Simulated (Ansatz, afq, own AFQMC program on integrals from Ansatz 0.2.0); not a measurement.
# AlBH2 (singlet): AFQMC on the coupled-cluster ladder, cc-pVDZ, part 1 of 2

How near does AFQMC come to the top of the ladder for AlBH2 (singlet)?

Method: cc-pVDZ, frozen cores; program: Ansatz 0.2.0, Gaussian basis, and an in-house AFQMC program (afq) on its integrals; all values are calculated.

Plan: PBE (unrestricted); r2SCAN (unrestricted); PBE0 (unrestricted); B3LYP (unrestricted); wB97M-V (unrestricted); B2PLYP (unrestricted); CCSD(T) on RHF; CCSDT(Q) on RHF; CCSD(T) on RHF; CCSD(T) on RHF; Phaseless AFQMC, CISD trial on RHF; Phaseless AFQMC, single-determinant trial on RHF; Free-projection AFQMC, CISD trial on RHF; Free-projection AFQMC, CISD trial on RHF; UHF; CCSD(T) on UHF; CCSDT(Q) on UHF; Phaseless AFQMC, CISD trial on UHF; Phaseless AFQMC, single-determinant trial on UHF; Free-projection AFQMC, CISD trial on UHF; Free-projection AFQMC, CISD trial on UHF; Phaseless AFQMC, first-order trial on UHF.

1 further run of the same task is left out (it didn't finish).

## Step 1: The geometry

The geometry is a PBE0/def2-TZVP stationary point (not a proven minimum).

4 atoms, charge 0, spin multiplicity 1.

Atoms are counted from 1 here; the program's logs count them from 0.

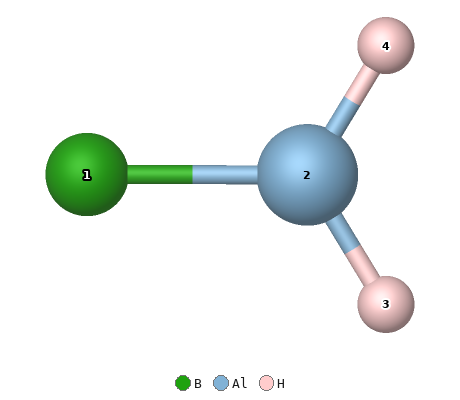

The geometry (boron green, aluminium light blue, hydrogen pink); atoms are numbered from 1 in the order of the file.

## Step 2: PBE (unrestricted)

The input, in.yaml:

```yaml
crystal:
  periodic: [false, false, false]
  atoms:
    - {symbol: B, position_ang: [0.000000, 0.000000, 1.731547]}
    - {symbol: Al, position_ang: [0.000000, 0.000000, -0.588094]}
    - {symbol: H, position_ang: [0.000000, -1.367107, -1.414802]}
    - {symbol: H, position_ang: [0.000000, 1.367107, -1.414802]}
basis:
  gaussian: {orbitals: cc-pVDZ}
magnetization: {spin_polarized: true, initial_magnetization: 0}
hamiltonian: {xc: {name: PBE}}
output: {orbitals: {seedname: orbitals}}
```

Launch:

```
ansatz run in.yaml --threads 1 --pin off --events-out ev --progress --plain --max-ram 1843MiB
```

What it wrote, cut to the lines that bear on the results:

```text
Functional definition: PBE
  name "PBE"
  cite "Perdew, Burke & Ernzerhof, Phys. Rev. Lett. 77, 3865 (1996) doi:10.1103/PhysRevLett.77.3865"
  parent pbe
[...]
523 factors; their error is unknown
[...]
mean field -7295.32216839 eV, -268.0981447414 hartree, gradient 2.2e-5 eV, S^2 0.782445; 17 other end points of the search recorded, 0 dependent functions left out
reference -7295.32220603 eV, -268.0981461246 hartree; 10, 10 occupied and 32, 32 virtual orbitals, 523 factors
Total energy: -7295.32220603 eV, -268.0981461246 hartree
```

It took 9 s on 1 thread of AMD EPYC 7R43 (Zen 3), shared host.

From the report: ⟨S²⟩ of the determinant 0.782 (pure singlet: 0.00). The determinant is far from a pure spin state, so its energy mixes those of several spin states (harmless only where they are near-degenerate, as at dissociation).

## Step 3: r2SCAN (unrestricted)

Changes to in.yaml since step 2:

```diff
@@ -10,3 +10,2 @@
 magnetization: {spin_polarized: true, initial_magnetization: 0}
-hamiltonian: {xc: {name: PBE}}
-output: {orbitals: {seedname: orbitals}}
+hamiltonian: {xc: {name: r2SCAN}}
```

Same command.

What it wrote, cut to the lines that bear on the results:

```text
Functional definition: r2SCAN
  name "r2SCAN"
  cite "Furness, Kaplan, Ning, Perdew & Sun, J. Phys. Chem. Lett. 11, 8208 (2020) doi:10.1021/acs.jpclett.0c02405"
  cite "Furness, Kaplan, Ning, Perdew & Sun, J. Phys. Chem. Lett. 11, 9248 (2020) doi:10.1021/acs.jpclett.0c03077"
  parent r2scan
[...]
523 factors; their error is unknown
[...]
mean field -7299.15936778 eV, -268.2391592181 hartree, gradient 1.9e-5 eV, S^2 0.858599; 16 other end points of the search recorded, 0 dependent functions left out
reference -7299.15938222 eV, -268.2391597485 hartree; 10, 10 occupied and 32, 32 virtual orbitals, 523 factors
Total energy: -7299.15938222 eV, -268.2391597485 hartree
```

Run time: 23 s. Hardware: 1 thread of AMD EPYC 7R43 (Zen 3), shared host.

From the report: ⟨S²⟩ of the determinant 0.859 (pure singlet: 0.00). The determinant is far from a pure spin state, so its energy mixes those of several spin states (harmless only where they are near-degenerate, as at dissociation).

## Step 4: PBE0 (unrestricted)

Changes to in.yaml since step 3:

```diff
@@ -10,2 +10,3 @@
 magnetization: {spin_polarized: true, initial_magnetization: 0}
-hamiltonian: {xc: {name: r2SCAN}}
+hamiltonian: {xc: {name: PBE0}}
+output: {orbitals: {seedname: orbitals}}
```

Same command.

What it wrote, cut to the lines that bear on the results:

```text
Functional definition: PBE0
  name "PBE0"
  cite "Adamo & Barone, J. Chem. Phys. 110, 6158 (1999) doi:10.1063/1.478522"
  cite "Perdew, Burke & Ernzerhof, Phys. Rev. Lett. 77, 3865 (1996) doi:10.1103/PhysRevLett.77.3865"
  parent pbe
[...]
399 factors; integrals over basis functions are off by at most 1.0e-3 eV
[...]
mean field -7296.24688317 eV, -268.1321273826 hartree, gradient 8.9e-6 eV, S^2 0.772701; 7 other end points of the search recorded, 0 dependent functions left out
reference -7296.24691153 eV, -268.1321284249 hartree; 10, 10 occupied and 32, 32 virtual orbitals, 399 factors
Total energy: -7296.24691153 eV, -268.1321284249 hartree
```

Wall time 5.5 s (1 thread of AMD EPYC 7R43 (Zen 3), shared host).

From the report: ⟨S²⟩ of the determinant 0.773 (pure singlet: 0.00). The determinant is far from a pure spin state, so its energy mixes those of several spin states (harmless only where they are near-degenerate, as at dissociation).

## Step 5: B3LYP (unrestricted)

Changes to in.yaml since step 4:

```diff
@@ -10,3 +10,2 @@
 magnetization: {spin_polarized: true, initial_magnetization: 0}
-hamiltonian: {xc: {name: PBE0}}
-output: {orbitals: {seedname: orbitals}}
+hamiltonian: {xc: {name: B3LYP}}
```

Launched as before.

What it wrote, cut to the lines that bear on the results:

```text
Functional definition: B3LYP
  name "B3LYP"
  cite "Stephens, Devlin, Chabalowski & Frisch, J. Phys. Chem. 98, 11623 (1994) doi:10.1021/j100096a001"
  cite "Becke, Phys. Rev. A 38, 3098 (1988) doi:10.1103/PhysRevA.38.3098"
  cite "Lee, Yang & Parr, Phys. Rev. B 37, 785 (1988) doi:10.1103/PhysRevB.37.785"
  cite "Vosko, Wilk & Nusair, Can. J. Phys. 58, 1200 (1980) doi:10.1139/p80-159"
[...]
399 factors; integrals over basis functions are off by at most 1.0e-3 eV
[...]
mean field -7301.24950920 eV, -268.3159704985 hartree, gradient 1.9e-5 eV, S^2 0.707264; 8 other end points of the search recorded, 0 dependent functions left out
reference -7301.24973512 eV, -268.3159788010 hartree; 10, 10 occupied and 32, 32 virtual orbitals, 399 factors
Total energy: -7301.24973512 eV, -268.3159788010 hartree
```

Wall time 4.2 s (1 thread of AMD EPYC 7R43 (Zen 3), shared host).

From the report: ⟨S²⟩ of the determinant 0.707 (pure singlet: 0.00). The determinant is far from a pure spin state, so its energy mixes those of several spin states (harmless only where they are near-degenerate, as at dissociation).

## Step 6: wB97M-V (unrestricted)

Changes to in.yaml since step 5:

```diff
@@ -10,2 +10,3 @@
 magnetization: {spin_polarized: true, initial_magnetization: 0}
-hamiltonian: {xc: {name: B3LYP}}
+hamiltonian: {xc: {name: wB97M-V}}
+output: {orbitals: {seedname: orbitals}}
```

Same command.

What it wrote, cut to the lines that bear on the results:

```text
Functional definition: wB97M-V
  name "wB97M-V"
  cite "Mardirossian & Head-Gordon, J. Chem. Phys. 144, 214110 (2016) doi:10.1063/1.4952647"
  cite "Becke, J. Chem. Phys. 107, 8554 (1997) doi:10.1063/1.475007"
  cite "Vydrov & Van Voorhis, J. Chem. Phys. 133, 244103 (2010) doi:10.1063/1.3521275"
  # Of w^i u^j: cxij and so on, Table III.
[...]
  gx(w, u) = 1 - cx + cx01*u + cx10*w
[...]
399 factors; integrals over basis functions are off by at most 1.0e-3 eV
152 factors; integrals over basis functions are off by at most 1.3e-5 eV
[...]
mean field -7299.34540222 eV, -268.2459958575 hartree, gradient 2.8e-6 eV, S^2 0.203069; 6 other end points of the search recorded, 0 dependent functions left out
reference -7299.34544660 eV, -268.2459974886 hartree; 10, 10 occupied and 32, 32 virtual orbitals, 399 factors
Total energy: -7299.34544660 eV, -268.2459974886 hartree
```

It took 18 s on 1 thread of AMD EPYC 7R43 (Zen 3), shared host.

From the report: ⟨S²⟩ of the determinant 0.203 (pure singlet: 0.00).

## Step 7: B2PLYP (unrestricted)

Changes to in.yaml since step 6:

```diff
@@ -10,3 +10,3 @@
 magnetization: {spin_polarized: true, initial_magnetization: 0}
-hamiltonian: {xc: {name: wB97M-V}}
-output: {orbitals: {seedname: orbitals}}
+hamiltonian: {xc: {name: B2PLYP}}
+correlation: {electrons: outside_noble_gas}
```

Same command.

What it wrote, cut to the lines that bear on the results:

```text
Functional definition: B2PLYP
  name "B2PLYP"
  cite "Grimme, J. Chem. Phys. 124, 034108 (2006) doi:10.1063/1.2148954"
  cite "Becke, Phys. Rev. A 38, 3098 (1988) doi:10.1103/PhysRevA.38.3098"
  cite "Lee, Yang & Parr, Phys. Rev. B 37, 785 (1988) doi:10.1103/PhysRevB.37.785"
[...]
399 factors; integrals over basis functions are off by at most 1.0e-3 eV
[...]
mean field -7295.27063940 eV, -268.0962510857 hartree, gradient 5.1e-6 eV, S^2 0.757932; 8 other end points of the search recorded, 0 dependent functions left out
6 core orbitals not correlated: weight in the atoms' cores, before any rotation towards them, 1.000 or more for the frozen orbitals, at most 0.000 for the correlated occupied ones
reference -7295.27078274 eV, -268.0962563537 hartree; 4, 4 occupied and 32, 32 virtual orbitals, 399 factors
second order -3.62379142 eV of doubles, -0.00000000 eV of singles
Total energy: -7296.24920643 eV, -268.1322127608 hartree
```

Run time: 8 s. Hardware: 1 thread of AMD EPYC 7R43 (Zen 3), shared host.

From the report: ⟨S²⟩ of the determinant 0.758 (pure singlet: 0.00). The determinant is far from a pure spin state, so its energy mixes those of several spin states (harmless only where they are near-degenerate, as at dissociation).

## Step 8: CCSD(T) on RHF

Changes to in.yaml since step 7:

```diff
@@ -9,4 +9,3 @@
   gaussian: {orbitals: cc-pVDZ}
-magnetization: {spin_polarized: true, initial_magnetization: 0}
-hamiltonian: {xc: {name: B2PLYP}}
-correlation: {electrons: outside_noble_gas}
+magnetization: {spin_polarized: false}
+correlation: {method: ccsd_t, electrons: outside_noble_gas, hamiltonian_folder: ham}
```

Launched as before.

What it wrote, cut to the lines that bear on the results:

```text
Functional definition: HF
  name "HF"
  cite "Fock, Z. Phys. 61, 126 (1930) doi:10.1007/BF01340294"
  parent pbe
[...]
399 factors; integrals over basis functions are off by at most 1.0e-3 eV
[...]
mean field -7281.53283116 eV, -267.5913959451 hartree, gradient 1.9e-6 eV, S^2 0.000000; 5 other end points of the search recorded, 0 dependent functions left out; unrestricted orbitals would lower it
[...]
reference -7281.53283116 eV, -267.5913959451 hartree; 4, 4 occupied and 32, 32 virtual orbitals, 399 factors
second order -3.16671062 eV of doubles, -0.00000000 eV of singles
cycle   1  -4.37794128 eV  change   -2.4e-5 eV  update   2.4e-3
[...]
cycle  10  -4.37935967 eV  change   -1.8e-6 eV  update   2.8e-6
perturbative correction -0.10150517 eV, -0.0037302461 hartree
Total energy: -7286.01369601 eV, -267.7560646908 hartree
```

Run time: 1.8 s. Hardware: 1 thread of AMD EPYC 7R43 (Zen 3), shared host.

From the report: correlation -4.4809 eV; T1 0.016; largest double amplitude 0.09.

This run also writes the integrals to the folder ham.

## Step 9: CCSDT(Q) on RHF

Changes to in.yaml since step 8:

```diff
@@ -10,2 +10,2 @@
 magnetization: {spin_polarized: false}
-correlation: {method: ccsd_t, electrons: outside_noble_gas, hamiltonian_folder: ham}
+correlation: {method: ccsdt_q, electrons: outside_noble_gas}
```

Same command.

What it wrote, cut to the lines that bear on the results:

```text
Functional definition: HF
  name "HF"
  cite "Fock, Z. Phys. 61, 126 (1930) doi:10.1007/BF01340294"
  parent pbe
[...]
777 factors; integrals over basis functions are off by at most 2.3e-7 eV
[...]
mean field -7281.53286720 eV, -267.5913972695 hartree, gradient 2.0e-6 eV, S^2 0.000000; 5 other end points of the search recorded, 0 dependent functions left out; unrestricted orbitals would lower it
[...]
reference -7281.53286720 eV, -267.5913972695 hartree; 4, 4 occupied and 32, 32 virtual orbitals, 777 factors
second order -3.16675792 eV of doubles, -0.00000000 eV of singles
cycle   1  -3.93937989 eV  change   -7.7e-1 eV  update   8.8e-2
[...]
cycle  25  -4.51191016 eV  change   -4.3e-7 eV  update   5.5e-7
perturbative correction -0.00723228 eV, -0.0002657812 hartree
Total energy: -7286.05200964 eV, -267.7574726909 hartree
```

Run time: 7.5 s. Hardware: 1 thread of AMD EPYC 7R43 (Zen 3), shared host.

From the report: correlation -4.5191 eV; T1 0.018; largest double amplitude 0.10.

## Step 10: CCSD(T) on RHF

Changes to in.yaml since step 9:

```diff
@@ -8,4 +8,4 @@
 basis:
-  gaussian: {orbitals: cc-pVDZ}
+  gaussian: {orbitals: def2-TZVPP}
 magnetization: {spin_polarized: false}
-correlation: {method: ccsdt_q, electrons: outside_noble_gas}
+correlation: {method: ccsd_t, electrons: outside_noble_gas}
```

Same command.

What it wrote, cut to the lines that bear on the results:

```text
Functional definition: HF
  name "HF"
  cite "Fock, Z. Phys. 61, 126 (1930) doi:10.1007/BF01340294"
  parent pbe
[...]
602 factors; integrals over basis functions are off by at most 1.3e-3 eV
[...]
mean field -7281.84638098 eV, -267.6029186882 hartree, gradient 2.4e-6 eV, S^2 0.000000; 6 other end points of the search recorded, 0 dependent functions left out; unrestricted orbitals would lower it
[...]
reference -7281.84638098 eV, -267.6029186882 hartree; 4, 4 occupied and 91, 91 virtual orbitals, 602 factors
second order -3.85008609 eV of doubles, -0.00000000 eV of singles
cycle   1  -4.97847627 eV  change   -2.7e-1 eV  update   2.7e-2
[...]
cycle  12  -4.99662926 eV  change    2.8e-6 eV  update   5.9e-6
perturbative correction -0.14320277 eV, -0.0052626049 hartree
Total energy: -7286.98621301 eV, -267.7918040313 hartree
```

Wall time 9.5 s (1 thread of AMD EPYC 7R43 (Zen 3), shared host); peak memory 0.27 GiB.

From the report: correlation -5.1398 eV; T1 0.015; largest double amplitude 0.09.

## Step 11: CCSD(T) on RHF

Changes to in.yaml since step 10:

```diff
@@ -8,3 +8,3 @@
 basis:
-  gaussian: {orbitals: def2-TZVPP}
+  gaussian: {orbitals: "def2-QZVPP.json"}
 magnetization: {spin_polarized: false}
```

Launched as before.

What it wrote, cut to the lines that bear on the results:

```text
Functional definition: HF
  name "HF"
  cite "Fock, Z. Phys. 61, 126 (1930) doi:10.1007/BF01340294"
  parent pbe
[...]
1096 factors; integrals over basis functions are off by at most 9.3e-4 eV
[...]
mean field -7282.06418995 eV, -267.6109230202 hartree, gradient 5.3e-6 eV, S^2 0.000000; 6 other end points of the search recorded, 0 dependent functions left out; unrestricted orbitals would lower it
[...]
reference -7282.06418995 eV, -267.6109230202 hartree; 4, 4 occupied and 177, 177 virtual orbitals, 1096 factors
second order -4.13007709 eV of doubles, -0.00000000 eV of singles
cycle   1  -5.15661776 eV  change   -3.3e-1 eV  update   3.1e-2
[...]
cycle  12  -5.19011312 eV  change    5.5e-6 eV  update   7.1e-6
perturbative correction -0.15604861 eV, -0.0057346805 hartree
Total energy: -7287.41035167 eV, -267.8073908397 hartree
```

Run time: 48 s. Hardware: 1 thread of AMD EPYC 7R43 (Zen 3), shared host; peak memory 1.3 GiB.

From the report: correlation -5.3462 eV; T1 0.015; largest double amplitude 0.08.

## Step 12: Phaseless AFQMC, CISD trial on RHF

It reads the integrals that the CCSD(T) run on this determinant wrote.

Launch:

```
afq ham --method phaseless --trial cisd --walkers 70 --populations 1 --least-time 40 --time-step 0.005 --steps-per-block 50 --equilibration-blocks 28 --max-blocks 300 --target-error 0.00034 --factor-cut 1e-05 --seed 4788 --release-times 0.24,0.51,0.99,1.62,2.4 --release-step 0.03 --release-every 4 --taylor-order 6
```

What it wrote:

```text
orbitals 36  electrons 4 4  factors 264 of 399
reference energy -267.59139595 Eh
CCSD correlation -0.16093823 Eh in 16 cycles, weight of the determinant in the CISD state 0.8576
energy of the start -267.752334 Eh
 block  time / (1/Eh)  mean weight  energy / Eh
     1     0.250  1.0006  -267.750193
     2     0.500  0.9998  -267.750330
     3     0.750  1.0000  -267.750576
     4     1.000  1.0000  -267.751735
     5     1.250  0.9990  -267.752556
     6     1.500  1.0000  -267.756943
     7     1.750  0.9993  -267.756866
     8     2.000  1.0001  -267.753172
     9     2.250  0.9989  -267.753116
    10     2.500  0.9993  -267.752996
    11     2.750  0.9986  -267.753244
    16     4.000  1.0002  -267.754117
    21     5.250  0.9998  -267.758174
    26     6.500  1.0006  -267.758234
    31     7.750  1.0010  -267.753820
    36     9.000  0.9990  -267.755189
    41    10.250  0.9988  -267.755738
    46    11.500  1.0007  -267.755192
    51    12.750  0.9999  -267.759336
    56    14.000  1.0017  -267.755709
    61    15.250  0.9987  -267.762315
    66    16.500  1.0008  -267.758826
    71    17.750  0.9998  -267.758158
    76    19.000  1.0006  -267.753904
    81    20.250  0.9996  -267.754763
    86    21.500  1.0008  -267.757619
    91    22.750  1.0012  -267.757075
    96    24.000  1.0011  -267.760703
   101    25.250  1.0006  -267.760415
   106    26.500  0.9982  -267.757170
   111    27.750  1.0001  -267.753674
   116    29.000  1.0007  -267.757848
   121    30.250  1.0015  -267.755031
   126    31.500  1.0011  -267.755180
   131    32.750  1.0007  -267.753372
   136    34.000  1.0000  -267.759015
   141    35.250  0.9997  -267.755372
   146    36.500  1.0018  -267.758903
   151    37.750  0.9998  -267.755546
   156    39.000  1.0009  -267.755378
   161    40.250  0.9992  -267.758004
   166    41.500  0.9997  -267.758676
   171    42.750  0.9983  -267.751361
   176    44.000  1.0007  -267.757442
   181    45.250  0.9990  -267.755881
   186    46.500  0.9984  -267.755497
   191    47.750  1.0034  -267.756738
   196    49.000  1.0008  -267.756334
   201    50.250  0.9984  -267.753436
   206    51.500  1.0002  -267.757257
   211    52.750  0.9990  -267.757114
   216    54.000  1.0018  -267.755632
blocks merged  error / Eh  count
     1  0.000195  190
     2  0.000244  95
     4  0.000300  47
     8  0.000327  23
    16  0.000399  11
released: time / (1/Eh)  energy / Eh  error  mean overlap
  0.24  -267.757026  0.000335  1.0110
  0.51  -267.756920  0.000339  1.0091
  0.99  -267.757481  0.000490  1.0116
  1.62  -267.758075  0.000541  1.0109
  2.40  -267.757370  0.000595  0.9999
energy -267.757065 +/- 0.000327 Eh
```

Run time: 2.8 min. Hardware: 1 thread of AMD EPYC 7R43 (Zen 3), shared host.

Energy -7286.0409 ± 0.0089 eV. Caveats: constraint bias not in the error. The error still grows with block length (0.0082 to 0.0109 eV), so the bar may be too small.

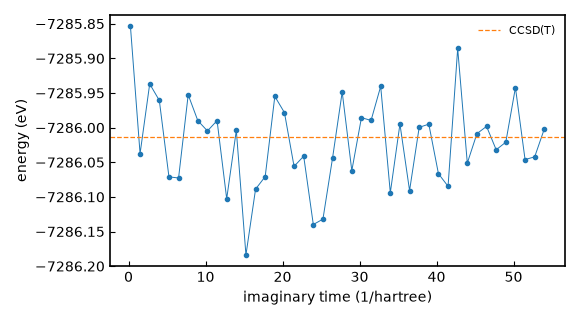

Block energies along the walk.

## Step 13: Phaseless AFQMC, single-determinant trial on RHF

It reads the integrals that the CCSD(T) run on this determinant wrote.

Launch:

```
afq ham --method phaseless --trial hf --walkers 140 --populations 1 --least-time 40 --time-step 0.005 --steps-per-block 20 --equilibration-blocks 112 --max-blocks 600 --target-error 0.00102 --factor-cut 1e-05 --seed 5935 --taylor-order 6
```

What it wrote:

```text
orbitals 36  electrons 4 4  factors 264 of 399
reference energy -267.59139595 Eh
CCSD correlation -0.16093823 Eh in 16 cycles, weight of the determinant in the CISD state 0.8576
energy of the start -267.591396 Eh
 block  time / (1/Eh)  mean weight  energy / Eh
     1     0.100  1.0002  -267.613586
     2     0.200  1.0011  -267.630278
     3     0.300  1.0010  -267.647404
     4     0.400  1.0019  -267.656993
     5     0.500  1.0008  -267.668173
     6     0.600  1.0000  -267.676154
     7     0.700  0.9983  -267.681407
     8     0.800  0.9996  -267.692668
     9     0.900  1.0006  -267.696650
    10     1.000  0.9997  -267.706959
    18     1.800  1.0003  -267.735995
    35     3.500  0.9991  -267.742692
    52     5.200  0.9994  -267.760573
    69     6.900  0.9992  -267.757974
    86     8.600  0.9998  -267.769382
   103    10.300  1.0005  -267.756224
   120    12.000  1.0006  -267.757633
   137    13.700  1.0010  -267.749154
   154    15.400  1.0011  -267.759008
   171    17.100  1.0005  -267.780377
   188    18.800  1.0000  -267.784163
   205    20.500  0.9975  -267.758747
   222    22.200  1.0003  -267.743961
   239    23.900  0.9991  -267.745275
   256    25.600  1.0010  -267.747169
   273    27.300  1.0004  -267.765809
   290    29.000  1.0007  -267.751168
   307    30.700  0.9990  -267.750336
   324    32.400  1.0001  -267.754440
   341    34.100  1.0002  -267.742441
   358    35.800  1.0014  -267.795997
   375    37.500  1.0010  -267.746724
   392    39.200  1.0004  -267.738407
   409    40.900  1.0017  -267.754986
   426    42.600  1.0010  -267.756102
   443    44.300  0.9999  -267.761044
   460    46.000  0.9995  -267.758363
   477    47.700  1.0001  -267.739094
   494    49.400  1.0009  -267.760231
   511    51.100  1.0006  -267.744160
   528    52.800  0.9994  -267.729985
   545    54.500  0.9992  -267.755129
   562    56.200  1.0003  -267.742939
   579    57.900  0.9995  -267.764460
   596    59.600  1.0000  -267.757325
   613    61.300  0.9993  -267.766530
   630    63.000  0.9996  -267.746114
   647    64.700  0.9998  -267.741619
   664    66.400  1.0007  -267.746970
   681    68.100  0.9994  -267.750238
   698    69.800  1.0022  -267.756049
blocks merged  error / Eh  count
     1  0.000484  600
     2  0.000639  300
     4  0.000831  150
     8  0.001045  75
    16  0.001209  37
    32  0.001267  18
    64  0.001445  9
energy -267.753732 +/- 0.001267 Eh
```

It took 3.1 min on 1 thread of AMD EPYC 7R43 (Zen 3), shared host.

Energy -7285.9502 ± 0.0345 eV. Caveats: constraint bias not in the error.

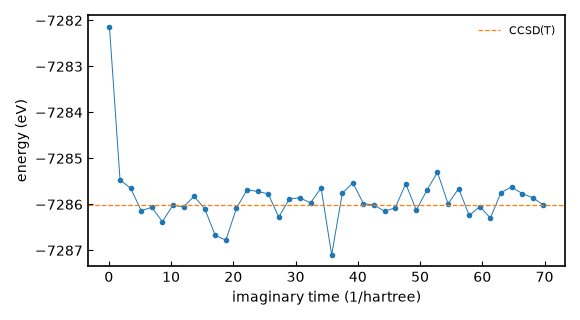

Block energies along the walk.

(Continued in part 2 of 2.)
